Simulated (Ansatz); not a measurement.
# K (Im-3m, 1 atom in the cell): from the cell to its phonons

The cell of K (Im-3m, 1 atom in the cell) is at rest. What are its phonons?

Program: Ansatz 0.2.0. Level of theory: DFT PBE, scalar-relativistic, plane waves, PAW. Results are calculated unless marked as measured.

The database entry behind the starting cell lists a temperature near 5 K, so it need not match the best structure at ambient conditions.

### Step 1. The structure

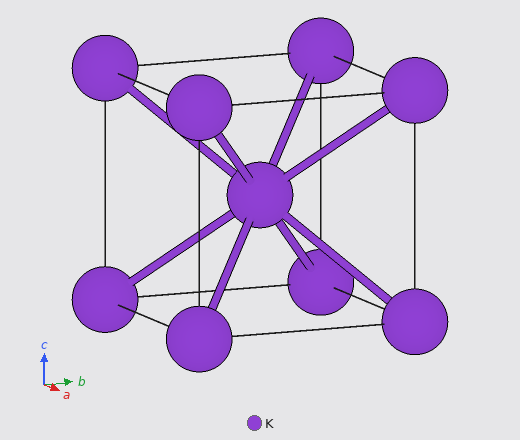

Start, viewed slightly off an axis; potassium purple. This picture shows the conventional cell, with its axes. Some periodic images of atoms are drawn too.

### Step 2. Response at finite wavevector

The cell comes from relaxations at this level that are not shown. Stability and thermal properties need the whole zone. Linear response on a 4×4×4 q mesh gives force constants as far as a supercell of that size would.

input.yaml reads:

```yaml
crystal:
  lattice:
    - [-2.6409252701, 2.6409252701, 2.6409252701]
    - [2.6409252701, -2.6409252701, 2.6409252701]
    - [2.6409252701, 2.6409252701, -2.6409252701]
  atoms:
    - { symbol: K, position: [0.0, 0.0, 0.0] }
kpoints:
  mp_grid: { grid: [12, 12, 12] }
hamiltonian:
  xc: pbe
scf:
  occupations: { method: methfessel_paxton, width: 0.15 }
output:
  eigenvalues: true
phonons:
  method: dfpt
  qmesh: [4, 4, 4]
  temperatures: { t_max: 1000, t_step: 50 }
  qpath:
    path:
      - [[0.0, 0.0, 0.0], [0.5, -0.5, 0.5], [0.0, 0.0, 0.5], [0.0, 0.0, 0.0], [0.25, 0.25, 0.25], [0.5, -0.5, 0.5]]
      - [[0.25, 0.25, 0.25], [0.0, 0.0, 0.5]]
    npoints: 10
```

Command:

```sh
$ ansatz run input.yaml --threads 4 --pin off --max-ram 7168MiB --backend cpu --events-out ev --progress --plain --runs-dir out
```

Numbers of over 12 decimals in the logs are rounded to 6 here.

The program printed:

```text
Engine: ansatz 0.2.0, aarch64-unknown-linux-gnu
Pseudopotentials: kind: paw
Pseudopotential: K, paw, valence charge 9, recommended cutoff 420 eV (normal), K.paw.azcp
Functional definition: PBE
  parameter kappa = 0.804
  parameter beta = 0.066725
  exchange = pbe_x(kappa = kappa, mu = beta*pi^2/3)
  correlation = pbe_c(beta = beta)
Crystal: 1 atoms, lattice volume = 73.676 Å³
Basis set: ecut = 420 eV, 1433 PW (Γ), exchange–correlation on 64×64×64 points (8 copies of the dense FFT grid, shifted against one another)
Bands: 9, of which v1, the nominal top of the filled ones, is band 5 counted from 1 (4 counted from 0)
Symmetry: 48 space group operations
k-points: 72 of 1728
Non-local potential: K, projectors of the file, l = 0: 3, l = 1: 2, l = 2: 2
PAW form: soft (Blöchl's): semilocal exchange-correlation on the pseudo side does not see the compensation charge
PAW one-centre angular grid: K, 110 points (default); XC on 64 Gauss nodes
Initial density: superposition of atomic densities (neutral atoms: chi_scale 0, normalization atom), corrected by the library's trained network
Initial wavefunctions: pseudopotential atomic-orbital guess
Functional: x = pbe(κ = 0.804, μ = 0.219515), c = pbe(β = 0.066725)
SCF iter   1: F=—  HF=-1537.783109 eV  |F-HF|=—  |Δ(HF+E_count)|=         —  Δρ=3.07e-4  dr2=3.48e-5  ethr=1.77e-3  ⟨swp⟩=5.0  Hψ=4614  notcnv=0
preconditioner: auto → Kerker (q_TF=auto, 1.922 Å⁻¹)  [metal: Δε(μ)=0.066 eV  Ē_g=4.039 eV  σ=0.150 eV  W_gap=0.36  n_scr=12 (ndim 8)  ℏωp=4.3 eV  f_vac=0.000  D(μ)=0.98/eV (n_scr^D=0)]
SCF iter   2: F=—  HF=-1537.782934 eV  |F-HF|=—  |Δ(HF+E_count)|=   1.75e-4  S|Δr|=    0.00e0  Δρ=2.44e-4  dr2=4.27e-5  ethr=3.87e-7  ⟨swp⟩=2.3  Hψ=1593  notcnv=0
SCF iter   3: F=—  HF=-1537.783003 eV  |F-HF|=—  |Δ(HF+E_count)|=   6.91e-5  S|Δr|=    0.00e0  Δρ=8.37e-5  dr2=5.84e-6  ethr=3.87e-7  ⟨swp⟩=2.0  Hψ=884  notcnv=0
SCF iter   4: F=—  HF=-1537.783021 eV  |F-HF|=—  |Δ(HF+E_count)|=   1.73e-5  S|Δr|=    0.00e0  Δρ=4.74e-5  dr2=1.18e-6  ethr=6.49e-8  ⟨swp⟩=2.1  Hψ=912  notcnv=0
SCF iter   5: F=—  HF=-1537.783022 eV  |F-HF|=—  |Δ(HF+E_count)|=   1.39e-6  S|Δr|=    0.00e0  Δρ=1.32e-5  dr2=1.13e-7  ethr=1.31e-8  ⟨swp⟩=2.5  Hψ=956  notcnv=0
SCF iter   6: F=—  HF=-1537.783022 eV  |F-HF|=—  |Δ(HF+E_count)|=   4.76e-9  S|Δr|=    0.00e0  Δρ=8.97e-7  dr2=8.37e-10  ethr=1.25e-9  ⟨swp⟩=2.0  Hψ=927  notcnv=0
SCF iter   7: F=—  HF=-1537.783022 eV  |F-HF|=—  |Δ(HF+E_count)|=   1.22e-9  S|Δr|=    0.00e0  Δρ=4.19e-7  dr2=1.03e-10  ethr=9.30e-12  ⟨swp⟩=2.6  Hψ=966  notcnv=0
SCF iter   8: F=—  HF=-1537.783022 eV  |F-HF|=—  |Δ(HF+E_count)|=  2.21e-11  S|Δr|=    0.00e0  Δρ=1.31e-7  dr2=1.10e-11  ethr=1.14e-12  ⟨swp⟩=2.5  Hψ=965  notcnv=0
SCF iter   9: F=-1537.783022 eV  HF=-1537.783022 eV  |F-HF|=1.14e-12  |Δ(HF+E_count)|=  4.32e-12  S|Δr|=    0.00e0  Δρ=5.24e-8  dr2=1.87e-12  ethr=1.00e-12  ⟨swp⟩=5.0  Hψ=2266  notcnv=0
SCF 1 converged in 9 iterations: F = -1537.783022 eV  dr2 = 1.87e-12
  greatest PAW one-centre occupation: 0.988 electrons in one spin orbital (limit 2), on the K atom at site 0 (counted from 0), in its partial waves of l = 0
NSCF: frozen V_eff on 72 k-points
NSCF: frozen V_eff on 163 k-points
DFPT response loops at q = (0, 0, 0) (fractional): preconditioner auto → Kerker (q_TF=auto, 1.922 Å⁻¹) (partly filled bands, converged f_vac=0.000); β = 1.00, the filter's whole step (`scf.mixing.beta` (0.50) is not read by the response loops under this deck's `scf.mixing.preconditioner`; to damp them name `kerker` or `kerker_dos`, under which they read `scf.mixing.beta`, and type it under 1.00, their step now; both keys bind the ground state too); Broyden in place of MSR1
NSCF: frozen V_eff on 1872 k-points
DFPT response loops at q = (0, 0, 0.25) (fractional): mixed as the last ones told, above
NSCF: frozen V_eff on 952 k-points
DFPT response loops at q = (0, 0, -0.5) (fractional): mixed as the last ones told, above
NSCF: frozen V_eff on 3456 k-points
DFPT response loops at q = (0, 0.25, 0.25) (fractional): mixed as the last ones told, above
NSCF: frozen V_eff on 524 k-points
DFPT response loops at q = (0.25, 0.25, 0.25) (fractional): mixed as the last ones told, above
NSCF: frozen V_eff on 1020 k-points
DFPT response loops at q = (0.25, 0.25, -0.25) (fractional): mixed as the last ones told, above
NSCF: frozen V_eff on 1872 k-points
DFPT response loops at q = (0.25, -0.5, -0.5) (fractional): mixed as the last ones told, above
NSCF: frozen V_eff on 326 k-points
DFPT response loops at q = (-0.5, -0.5, -0.5) (fractional): mixed as the last ones told, above
SCF converged after 9 iterations
Stability not checked: this state was not tested for a lower state beside it, because cold or Methfessel-Paxton smearing, or corrected tetrahedra, fill the levels in a way that the test cannot read (fill_not_monotonic; see scf.lower_state_search)
Free energy (F): -1537.783022 eV
Harris-Foulkes:  -1537.783022 eV  (|F-HF|=1.14e-12)
Internal energy: -1537.781817 eV  (E = F + TS)
E sigma→0 (E₀):  -1537.782721 eV
Entropy (-TS):   -0.001205 eV (-1.205 meV/atom)
Fermi energy:    1.739196 eV
--- Per-component energies (eV) ---
  E_band       = -142.935539
  E_kinetic    = 252.214198
  E_local      = -754.851871  (includes V_loc(G=0)·N_el)
  E_nonlocal   = 12.931706
  E_hartree    = 269.360488
  E_xc         = -133.770260
  E_vxc        = -163.055728  (∫ρ·V_xc dr)
  E_paw        = -781.846925  (= ΣΔE_a)
  E_vpaw       = -28.894779  (= ΣTr[D̂ρ^β])
  E_aug_tail   = -0.000003  (compensation charges beyond the density's cutoff)
  E_ewald      = -401.819150
  E_smearing   = -0.001205  (= −TS)
  E_closure    = -0.000000  (closes the sum)
  Σ components = -1537.783022   (vs F -1537.783022, Δ=0.00e0)
--- Band table (eV; the first three rows and the last of 72) ---
  k-point 0: bands = ["-30.3762", "-13.8267", "-13.8267", "-13.8267", "-0.4002", "6.0353", "6.0353", "6.0353", "6.9311"]
  k-point 1: bands = ["-30.3760", "-13.8313", "-13.8282", "-13.8267", "-0.3139", "5.9069", "5.9232", "6.1030", "6.7771"]
  k-point 2: bands = ["-30.3752", "-13.8437", "-13.8324", "-13.8267", "-0.0590", "5.4088", "5.6608", "6.3043", "6.6907"]
  k-point 71: bands = ["-30.3690", "-13.8753", "-13.8753", "-13.8753", "3.4270", "3.4270", "5.2213", "5.2213", "5.2213"]
--- Phonons (Γ-DFPT): 1 representative perturbation + reference (Σ response iterations 3) ---
  ASR residual: 7.069e-5 → 0.000e0 eV/Å²; symmetrization residual: 4.358e-13 eV/Å²
  ASR residual per site (eV/Å²): 7.07e-5
  Γ frequencies (cm⁻¹): 0.00 0.00 0.00
--- Phonons (arbitrary-q DFPT): 8 irreducible q on the 4×4×4 mesh ---
  q = [0.0000, 0.0000, 0.0000] (star 1, of the zone-centre solve; hermiticity 3.47e-10, symmetrization 6.16e-9): 0.00 0.00 0.00
  q = [0.0000, 0.0000, 0.2500] (star 12, 2 solved perturbations in 1446 linear systems a pass and spin channel, the states on 936 of 1728 k-point pairs; hermiticity 2.26e-12, symmetrization 2.43e-12): 11.77 35.10 53.56
  q = [0.0000, 0.0000, -0.5000] (star 6, 2 solved perturbations in 756 linear systems a pass and spin channel, the states on 476 of 1728 k-point pairs; hermiticity 1.65e-7, symmetrization 1.06e-7): 16.04 49.67 76.27
  q = [0.0000, 0.2500, 0.2500] (star 24, 2 solved perturbations in 2664 linear systems a pass and spin channel, the states on 1728 of 1728 k-point pairs; hermiticity 2.69e-6, symmetrization 1.91e-13): 30.21 54.23 70.68
  q = [0.2500, 0.2500, 0.2500] (star 2, 1 solved perturbation on 262 of 1728 k-point pairs; hermiticity 2.10e-13, symmetrization 1.36e-12): 57.86 57.86 57.86
  q = [0.2500, 0.2500, -0.2500] (star 6, 2 solved perturbations in 804 linear systems a pass and spin channel, the states on 510 of 1728 k-point pairs; hermiticity 4.62e-13, symmetrization 1.09e-12): 50.51 50.51 54.33
  q = [0.2500, -0.5000, -0.5000] (star 12, 2 solved perturbations in 1446 linear systems a pass and spin channel, the states on 936 of 1728 k-point pairs; hermiticity 1.54e-8, symmetrization 9.31e-9): 50.16 62.34 74.25
  q = [-0.5000, -0.5000, -0.5000] (star 1, 1 solved perturbation on 163 of 1728 k-point pairs; hermiticity 5.82e-8, symmetrization 2.91e-8): 72.57 72.57 72.57
  sum rule: each row above includes the acoustic sum rule's correction from the zone centre's row sums; it moved no ω² by more than (0.70 cm⁻¹)²
  mesh force constants: q→R imaginary residual 0.00e0; ASR residual 7.069e-5 → 0.000e0 eV/Å²; symmetrization residual 5.551e-17 eV/Å²
  interpolated dispersion: 62 rows × 3 modes
  density of states and harmonic sums: on the 20×20×20 q-mesh, interpolated from the force constants of a 4×4×4 supercell (no non-analytic term)
  largest difference from the sums on the solved wave vectors: F 9.38e-3 eV, S 1.34e-5 and C_V 4.01e-6 eV/K
  zero-point energy: 0.009301 eV/cell   skipped modes (ω ≤ 0): 3   left out of the sums: 1.25e-4 of the cell's modes: C_V's classical limit lies that fraction below 3 k_B per atom; for a crystal, a wire or a layer, F and S can be off by more, and a phonons.interpolated_qmesh denser along its periods is the remedy for the sampling
```

It took 78 s on 4 threads of Arm Neoverse V2, shared host; peak memory 2.4 GiB; 5 min of CPU time.

Reading the cycles: dr2 is the Hartree energy of the density residual (eV), the measure of convergence; HF is the Harris–Foulkes estimate of the energy, which meets the free energy F at convergence.

This step gave:

- volume per atom: 73.68 Å³
- gap on the k-mesh: 0 eV
- sum-rule residual before enforcement: 7.07e-5 eV/Å²
- lowest frequency on the path: 0 cm⁻¹
- highest frequency on the path or at a solved wavevector: 76.3 cm⁻¹
- mean frequency: 50 cm⁻¹
- Debye temperature (second moment): 99 K
- logarithmic mean frequency: 46 cm⁻¹
- lowest mode on the q mesh (acoustic modes at Γ apart): 11.77 cm⁻¹
- zero-point energy per atom: 9.3 meV
- heat capacity at 300 K: 24.81 J/(mol atoms K)
- vibrational entropy at 300 K: 62.70 J/(mol atoms K)

Frequencies (cm⁻¹) solved at each irreducible wavevector; negative means imaginary. Frequencies by wavevector, by row:

| q in reciprocal lattice units | star | mode 1 | mode 2 | mode 3 |
| --- | --- | --- | --- | --- |
| 0 0 0 | 1 | 0 | 0 | 0 |
| 0 0 0.25 | 12 | 11.8 | 35.1 | 53.6 |
| 0 0 -0.5 | 6 | 16 | 49.7 | 76.3 |
| 0 0.25 0.25 | 24 | 30.2 | 54.2 | 70.7 |
| 0.25 0.25 0.25 | 2 | 57.9 | 57.9 | 57.9 |
| 0.25 0.25 -0.25 | 6 | 50.5 | 50.5 | 54.3 |
| 0.25 -0.5 -0.5 | 12 | 50.2 | 62.3 | 74.2 |
| -0.5 -0.5 -0.5 | 1 | 72.6 | 72.6 | 72.6 |

Interpolated from a 4×4×4 q mesh. The phonon branches at the labelled points (cm⁻¹):

| point | branch 1 | branch 2 | branch 3 |
| --- | --- | --- | --- |
| Γ | 0 | 0 | 0 |
| H | 73 | 73 | 73 |
| N | 16 | 50 | 76 |
| Γ | 0 | 0 | 0 |
| P | 58 | 58 | 58 |
| H | 73 | 73 | 73 |
| jump to P | 58 | 58 | 58 |
| N | 16 | 50 | 76 |

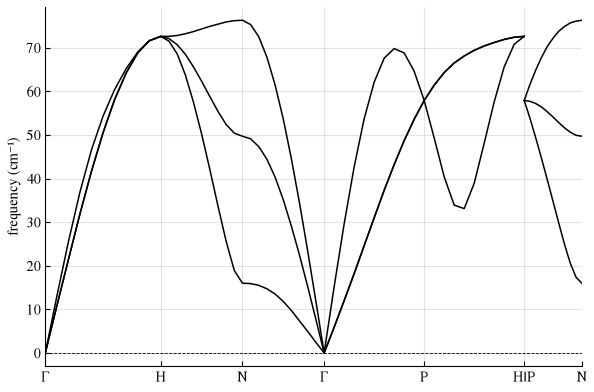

Phonon branches along the path.

The phonon density of states has structure finer than the step of the table below, so its rows give means over 5 cm⁻¹, whole bins alone (the curve runs from 0.5 to 76.5 cm⁻¹). Peaks (cm⁻¹: height): 32.5: 0.0544, 50.5: 0.0617, 72.5: 0.129.

Tetrahedra on a 20×20×20 mesh, mean over bins of 1 cm-1. Interpolated from a 4×4×4 q mesh. Table of phonon density of states by wavenumber; means over each step:

| wavenumber (cm⁻¹) | phonon density of states (1/cm⁻¹/cell) |
| --- | --- |
| 5 | 9.1e-4 |
| 10 | 0.00484 |
| 15 | 0.0140 |
| 20 | 0.0270 |
| 25 | 0.0356 |
| 30 | 0.0473 |
| 35 | 0.0423 |
| 40 | 0.0367 |
| 45 | 0.0401 |
| 50 | 0.0560 |
| 55 | 0.0555 |
| 60 | 0.0480 |
| 65 | 0.0496 |
| 70 | 0.0952 |

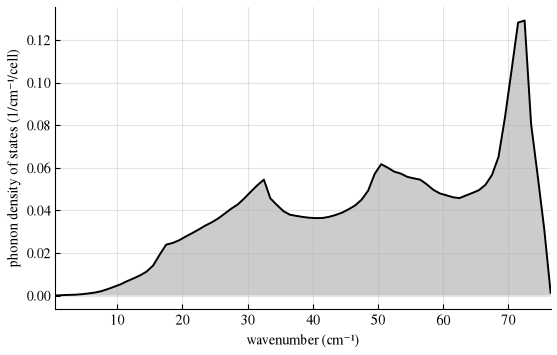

Phonon density of states against wavenumber.

Second derivatives of the energy by pair, one row for each kind of neighbour of each atom listed. Each entry sums the pair over the periodic images of the supercell that the q mesh stands for, and in a polar crystal it holds the long-range dipole part too. Force constants by pair, by row:

| atom | neighbour | distance (Å) | third of the trace (eV/Å²) | along the pair's line (eV/Å²) |
| --- | --- | --- | --- | --- |
| K1 | itself | 0 | 0.4057 | – |
| K1 | K | 4.574 | -0.0463 | -0.1488 |
| K1 | K | 5.282 | -0.0086 | -0.0195 |
| K1 | K | 7.47 | 0.002 | 0.005 |

Harmonic thermodynamic functions per atom, from the density of states. Interpolated from a 4×4×4 q mesh. Thermodynamic functions, by row:

| T (K) | F_vib (meV/atom) | S (J/mol-atom/K) | C_V (J/mol-atom/K) |
| --- | --- | --- | --- |
| 0 | 9.3 | 0 | 0 |
| 50 | 4.85 | 20.2 | 20.76 |
| 100 | -10.05 | 35.83 | 23.77 |
| 200 | -56.86 | 52.68 | 24.64 |
| 300 | -117 | 62.7 | 24.81 |
| 400 | -185.9 | 69.85 | 24.86 |
| 500 | -261.2 | 75.4 | 24.89 |
| 600 | -341.8 | 79.94 | 24.91 |
| 700 | -426.7 | 83.78 | 24.92 |
| 800 | -515.3 | 87.11 | 24.92 |
| 900 | -607.1 | 90.05 | 24.93 |
| 1000 | -701.9 | 92.67 | 24.93 |

Harmonic mean-square displacement, third of the trace. Interpolated from a 4×4×4 q mesh. Mean square displacements, by row:

| T (K) | K1 U_eq (Å²) |
| --- | --- |
| 0 | 0.01058 |
| 100 | 0.05449 |
| 300 | 0.1607 |
| 600 | 0.321 |

Symmetry leaves 8 wavevectors to solve. The lowest mode among them, the acoustic zeros apart, lies at q = (0, 0, 0.25) and is real, 11.8 cm⁻¹.

### Step 3. The same by displaced supercells

Finite displacements in a 2×2×2 supercell give force constants from forces alone. They are exact at the wavevectors that the supercell holds, where they check the linear-response result.

input.yaml, as its differences from that of step 2:

```diff
@@ -16,4 +16,4 @@
 phonons:
-  method: dfpt
-  qmesh: [4, 4, 4]
+  method: fd
+  supercell: [2, 2, 2]
   temperatures: { t_max: 1000, t_step: 50 }
```

The program printed:

```text
[...]
Crystal: 8 atoms, lattice volume = 589.411 Å³
Basis set: ecut = 420 eV, 11489 PW (Γ), exchange–correlation on 128×128×128 points (8 copies of the dense FFT grid, shifted against one another)
Bands: 51, of which v1, the nominal top of the filled ones, is band 36 counted from 1 (35 counted from 0)
Symmetry: 384 space group operations
k-points: 16 of 216
[...]
SCF iter   1: F=—  HF=-12302.264177 eV  |F-HF|=—  |Δ(HF+E_count)|=         —  Δρ=9.79e-8  dr2=6.09e-11  ethr=1.00e-12  ⟨swp⟩=3.1  Hψ=2071  notcnv=0
[...]
SCF iter   2: F=-12302.264177 eV  HF=-12302.264177 eV  |F-HF|=1.09e-11  |Δ(HF+E_count)|=  2.00e-11  S|Δr|=    0.00e0  Δρ=3.87e-8  dr2=1.38e-11  ethr=1.00e-12  ⟨swp⟩=3.0  Hψ=2039  notcnv=0
SCF 1 converged in 2 iterations: F = -12302.264177 eV  dr2 = 1.38e-11
[...]
Symmetry: 8 space group operations
k-points: 30 of 216 (time reversal used)
iter 1 solved again at ethr=2.44e-9 eV; its pass at ethr=3.10e-3 eV (dr2=1.76e-6 eV) is discarded
[...]
SCF iter   7: F=-12302.264176 eV  HF=-12302.264176 eV  |F-HF|=0.00e0  |Δ(HF+E_count)|=    0.00e0  S|Δr|=    0.00e0  Δρ=1.02e-8  dr2=1.54e-12  ethr=1.00e-12  ⟨swp⟩=5.8  Hψ=5172  notcnv=0
SCF 2 converged in 7 iterations: F = -12302.264176 eV  dr2 = 1.54e-12
[...]
SCF converged after 2 iterations
[...]
Free energy (F): -12302.264177 eV
[...]
Internal energy: -12302.254533 eV  (E = F + TS)
E sigma→0 (E₀):  -12302.261766 eV
Entropy (-TS):   -0.009644 eV (-1.205 meV/atom)
Fermi energy:    1.739196 eV
[...]
--- Band table (eV; the first three rows and the last of 16) ---
  k-point 0: bands = [... 32 lower, -0.4002, 2.1994, 2.1994, 2.1994, 2.1994, 2.1994, 2.1994, 2.4388, ... 11 higher]
  k-point 1: bands = [... 32 lower, -0.3139, 1.5645, 1.9770, 1.9770, 1.9770, 1.9770, 2.2874, 2.4784, ... 11 higher]
  k-point 2: bands = [... 32 lower, -0.0590, 0.9038, 1.7856, 1.7856, 1.7856, 1.7856, 2.5398, 2.5966, ... 11 higher]
  k-point 15: bands = [... 32 lower, 1.0597, 1.0597, 1.0597, 1.0597, 1.0597, 1.0597, 3.2223, 3.2223, ... 11 higher]
--- Phonons: 1 displaced member + reference (amplitude 0.0025 Å, Σ member SCF iterations 7) ---
  symmetry images taken by strict's conditions (phonons.symmetry_images: auto; settled by no image being taken that strict refuses)
  ASR residual: 3.819e-5 → 0.000e0 eV/Å²; symmetrization residual: 4.996e-16 eV/Å²
  largest component of a force at the reference: 2.1e-29 eV/Å
  ASR residual per site (eV/Å²): 3.82e-5
  Γ frequencies (cm⁻¹): 0.00 0.00 0.00
[...]
```

Wall time 16 s (4 threads); peak memory 1.5 GiB; 62 s of CPU time.

This step gave:

| Item | Value |
| --- | --- |
| atoms in the supercell | 8 |
| sum-rule residual before enforcement | 3.82e-5 eV/Å² |

Interpolated from a 2×2×2 supercell. The phonon branches at the labelled points (cm⁻¹):

| point | branch 1 | branch 2 | branch 3 |
| --- | --- | --- | --- |
| Γ | 0 | 0 | 0 |
| H | 73 | 73 | 73 |
| N | 16 | 50 | 76 |
| Γ | 0 | 0 | 0 |
| P | 54 | 54 | 54 |
| H | 73 | 73 | 73 |
| jump to P | 54 | 54 | 54 |
| N | 16 | 50 | 76 |

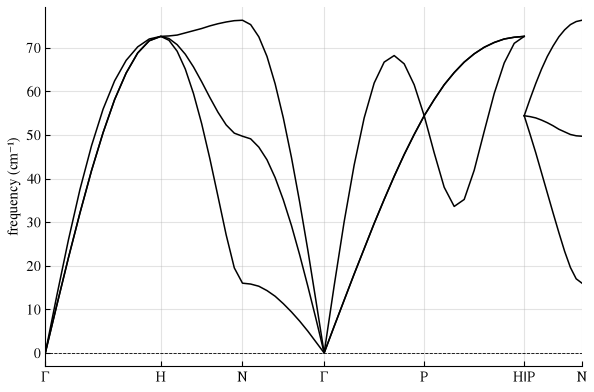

Phonon branches along the path.

The phonon density of states has structure finer than the step of the table below, so its rows give means over 5 cm⁻¹, whole bins alone (the curve runs from 0.5 to 76.5 cm⁻¹). Peaks (cm⁻¹: height): 50.5: 0.0684, 72.5: 0.117.

Tetrahedra on a 18×18×18 mesh, mean over bins of 1 cm-1. Interpolated from a 2×2×2 supercell. The phonon density of states by wavenumber; means over each step:

| wavenumber (cm⁻¹) | phonon density of states (1/cm⁻¹/cell) |
| --- | --- |
| 5 | 8.7e-4 |
| 10 | 0.00466 |
| 15 | 0.0147 |
| 20 | 0.0272 |
| 25 | 0.0351 |
| 30 | 0.0444 |
| 35 | 0.0434 |
| 40 | 0.0377 |
| 45 | 0.0421 |
| 50 | 0.0613 |
| 55 | 0.0535 |
| 60 | 0.0457 |
| 65 | 0.0532 |
| 70 | 0.0944 |

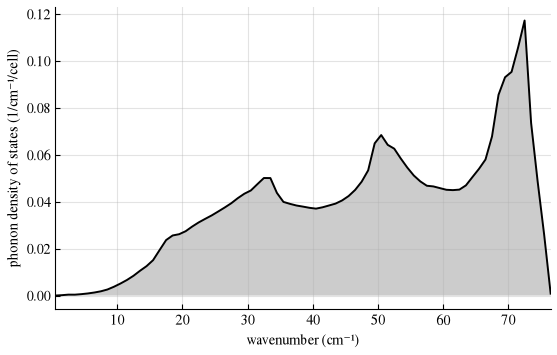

Phonon density of states against wavenumber.

### Step 4. Summary of results

- space group (within 0.01 Å): Im-3m
- volume per atom: 73.7 Å³
- electronic character: no gap on this mesh
- lowest mode on the q mesh (acoustic modes at Γ apart): 11.8 cm⁻¹
- highest frequency on the path or at a solved wavevector: 76.3 cm⁻¹
- zero-point energy per atom: 9.3 meV
- heat capacity at 300 K: 24.8 J/(mol atoms K)
- vibrational entropy at 300 K: 62.7 J/(mol atoms K)
- Debye temperature (second moment): 99 K
- imaginary modes on the 4×4×4 q mesh: none

**Reading.** The structure is a minimum as far as tested: no mode is imaginary at the 8 irreducible wavevectors of the 4×4×4 mesh, and the softest away from the acoustic zeros lies at 12 cm⁻¹. With no gap, or one that is small against the smearing, the frequencies hang on the k mesh and the smearing, most of all near Kohn anomalies. These are harmonic frequencies at zero temperature: anharmonic shifts, linewidths and thermal expansion are left out.

[Logs are printed without paths, hosts, clocks, repeated set-up lines and the standing remarks that a program may print on its own settings, such as how far it seeks lower states.]

[Hosts, paths, dates, database ids (printed as entryN), source tags and the programs' standing remarks are cut or masked in the printed files.]
